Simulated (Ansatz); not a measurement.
# AlH₃ (triplet): inputs that go wrong at distance Al1–H3 = 1.655 Å

5 inputs are run for AlH₃ (triplet) as typed; the log has to tell whether the result can be used and what must change.

Method: the settings change from run to run; program: Ansatz 0.2.0, Gaussian basis.

14 further runs of the same task are left out: 1 for a mislabelled method, 8 that didn't finish, 5 set aside as unsound or not needed.

### Step 1. The geometry

The geometry derives from a PBE0/def2-TZVP stationary point (not a proven minimum). One bond is set to the value named and the two fragments are kept rigid.

4 atoms, charge 0, spin multiplicity 3.

Atoms are counted from 1 here; the program's logs count them from 0.

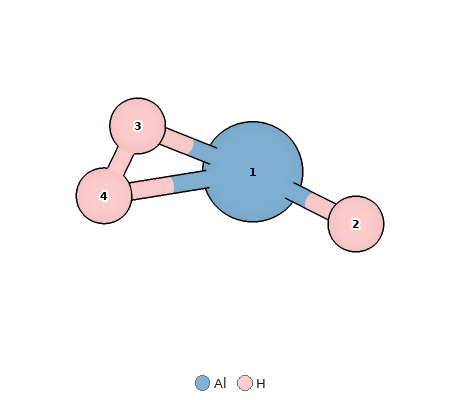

The structure; aluminium light blue, hydrogen pink; atoms are numbered from 1 in the order of the file.

### Step 2. Input 1

Contents of in.yaml:

```yaml
crystal:
  periodic: [false, false, false]
  atoms:
    - {symbol: Al, position_ang: [0.001441, 0.073097, -0.089631]}
    - {symbol: H, position_ang: [0.001441, -1.373725, -0.747980]}
    - {symbol: H, position_ang: [0.379204, -0.271920, 1.484308]}
    - {symbol: H, position_ang: [-0.419209, -0.311089, 1.662993]}
basis:
  gaussian: {orbitals: cc-pVDZ}
magnetization: {spin_polarized: false, initial_magnetization: 2}
correlation: {active_space: {window: {electrons: 4, orbitals: 3}, fixed_orbitals: true, states: [{multiplicity: 3, weights: [1, 1, 0.5, 1]}], root: 1}}
accuracy: high
output: {forces: true}
```

Command:

```sh
> ansatz run in.yaml --threads 1 --pin off --events-out ev --progress --plain --max-ram 2393MiB
```

Standard output:

```text
Functional definition: HF
  name "HF"
  cite "Fock, Z. Phys. 61, 126 (1930) doi:10.1007/BF01340294"
  parent pbe
  exchange = exact_x
  correlation = 0
691 factors; integrals over basis functions are off by at most 3.8e-9 eV
mean field evaluation 1: about -6625.9129 eV, gradient 8.8e0 eV
mean field evaluation 2: about -6625.9159 eV, gradient 8.8e0 eV
mean field evaluation 4: about -6626.8393 eV, gradient 6.7e-1 eV
mean field evaluation 8: about -6626.8507 eV, gradient 3.4e-3 eV
mean field -6626.85069397 eV, -243.5322711627 hartree, gradient 4.6e-8 eV, S^2 2.000000; 0 other end points of the search recorded, 0 dependent functions left out
reference -6626.85069397 eV, -243.5322711627 hartree; 9, 7 occupied and 24, 26 virtual orbitals, 691 factors
Error: 4 states are sought, and the space of determinants holds 3 states of this symmetry and spin
```

It took 0.24 s on 1 thread of Arm Neoverse V2, shared host.

**Diagnosis.** The run stopped with an error. It says: «4 states are sought, and the space of determinants holds 3 states of this symmetry and spin». Cure: ask for fewer states or enlarge the space.

### Step 3. Input 2

Contents of in.yaml:

```yaml
crystal:
  periodic: [false, false, false]
  atoms:
    - {symbol: Al, position_ang: [0.001441, 0.073097, -0.089631]}
    - {symbol: H, position_ang: [0.001441, -1.373725, -0.747980]}
    - {symbol: H, position_ang: [0.379204, -0.271920, 1.484308]}
    - {symbol: H, position_ang: [-0.419209, -0.311089, 1.662993]}
basis:
  gaussian: {orbitals: "6-31G*"}
magnetization: {spin_polarized: false, initial_magnetization: 2}
correlation: {method: sc_nevpt2, electrons: outside_noble_gas, active_space: {window: {electrons: 2, orbitals: 3}, states: [{multiplicity: 3, weights: [0.5, 1, 1, 0.5]}], root: 2}}
output: {forces: true}
```

Launched as before.

Standard output:

```text
Functional definition: HF
  name "HF"
  cite "Fock, Z. Phys. 61, 126 (1930) doi:10.1007/BF01340294"
  parent pbe
  exchange = exact_x
  correlation = 0
453 factors; integrals over basis functions are off by at most 1.9e-7 eV
mean field evaluation 1: about -6625.3575 eV, gradient 8.8e0 eV
mean field evaluation 2: about -6625.3604 eV, gradient 8.8e0 eV
mean field evaluation 4: about -6626.2177 eV, gradient 6.7e-1 eV
mean field evaluation 8: about -6626.2276 eV, gradient 1.6e-3 eV
mean field -6626.22756005 eV, -243.5093714135 hartree, gradient 2.2e-6 eV, S^2 2.000000; 0 other end points of the search recorded, 0 dependent functions left out
reference -6626.22756005 eV, -243.5093714135 hartree; 9, 7 occupied and 16, 18 virtual orbitals, 453 factors
Error: 4 states are sought, and the space of determinants holds 3 states of this symmetry and spin
```

Run time: 0.12 s. Hardware: 1 thread of Arm Neoverse V2, shared host.

Diagnosis: The run stopped with an error. It says: «4 states are sought, and the space of determinants holds 3 states of this symmetry and spin». Cure: ask for fewer states or enlarge the space.

### Step 4. Input 3

Contents of in.yaml:

```yaml
crystal:
  periodic: [false, false, false]
  atoms:
    - {symbol: Al, position_ang: [0.001441, 0.073097, -0.089631]}
    - {symbol: H, position_ang: [0.001441, -1.373725, -0.747980]}
    - {symbol: H, position_ang: [0.379204, -0.271920, 1.484308]}
    - {symbol: H, position_ang: [-0.419209, -0.311089, 1.662993]}
basis:
  gaussian: {orbitals: cc-pVDZ}
magnetization: {spin_polarized: false, initial_magnetization: 3}
correlation: {active_space: {window: {electrons: 4, orbitals: 4}, states: [{multiplicity: 3, weights: [1, 0.5, 0.5]}, {multiplicity: 5, weights: [1]}]}}
accuracy: high
```

The command is unchanged.

Standard output:

```text
Error: a molecule whose nuclei and cores have a total charge of 16 cannot have a net charge of 0 together with 3 unpaired electrons
```

Run time: 0.03 s. Hardware: 1 thread of Arm Neoverse V2, shared host.

**Diagnosis.** The run was refused. The number of unpaired electrons doesn't fit the electron count. Fix: make charge and initial_magnetization agree.

### Step 5. Input 4

Contents of in.yaml:

```yaml
crystal:
  periodic: [false, false, false]
  atoms:
    - {symbol: Al, position_ang: [0.001441, 0.073097, -0.089631]}
    - {symbol: H, position_ang: [0.001441, -1.373725, -0.747980]}
    - {symbol: H, position_ang: [0.379204, -0.271920, 1.484308]}
    - {symbol: H, position_ang: [-0.419209, -0.311089, 1.662993]}
basis:
  gaussian: {orbitals: 6-31G}
magnetization: {spin_polarized: false, initial_magnetization: 2}
correlation: {method: ccsd_t, frozen_orbitals: {Al: 0}}
scf: {lower_state_search: off}
```

Launched as before.

Standard output:

```text
Functional definition: HF
  name "HF"
  cite "Fock, Z. Phys. 61, 126 (1930) doi:10.1007/BF01340294"
  parent pbe
  exchange = exact_x
  correlation = 0
these checks for a lower state are left out or cut short: stability, starts, cluster_reference, orbital_swaps, neighbouring_geometries, increment
Error: "frozen_orbitals" has no count for H
```

Wall time 0.03 s (1 thread of Arm Neoverse V2, shared host).

What is wrong: The run was refused. The frozen-orbital counts are incomplete or too large. Cure: leave frozen_orbitals out, or give each element a count that its core has.

### Step 6. Input 5

Contents of in.yaml:

```yaml
crystal:
  periodic: [false, false, false]
  atoms:
    - {symbol: Al, position_ang: [0.001441, 0.073097, -0.089631]}
    - {symbol: H, position_ang: [0.001441, -1.373725, -0.747980]}
    - {symbol: H, position_ang: [0.379204, -0.271920, 1.484308]}
    - {symbol: H, position_ang: [-0.419209, -0.311089, 1.662993]}
basis:
  gaussian: {orbitals: aug-cc-pVDZ}
magnetization: {spin_polarized: false, initial_magnetization: 2}
correlation: {method: sc_nevpt2, electrons: outside_noble_gas, active_space: {window: {electrons: 4, orbitals: 4}, states: [{multiplicity: 3, weights: [1, 1]}], root: 5}}
scf: {lower_state_search: off}
```

Launched as before.

Standard output:

```text
Error: the active space averages no state 5, counted from zero
```

It took 0.03 s on 1 thread of Arm Neoverse V2, shared host.

What is wrong: The run was refused. The root asked for lies beyond the states averaged. Cure: average more states or name a lower root.

### Step 7. How the runs ended

```csv
input,level,ended,cause,time
1,"CASCI(4,3)/cc-pVDZ",stopped by an error,"4 states are sought, and the space of determinants holds 3 states of this symmetry and spin",0.24 s
2,"NEVPT2(2,3)/6-31G*",stopped by an error,"4 states are sought, and the space of determinants holds 3 states of this symmetry and spin",0.12 s
3,"CASSCF(4,4)/cc-pVDZ",refused,the number of unpaired electrons doesn't fit the electron count,0.03 s
4,CCSD(T) on ROHF/6-31G,refused,the frozen-orbital counts are incomplete or too large,0.03 s
5,"NEVPT2(4,4)/aug-cc-pVDZ",refused,the root asked for lies beyond the states averaged,0.03 s
```

2 stopped by an error, 3 refused.
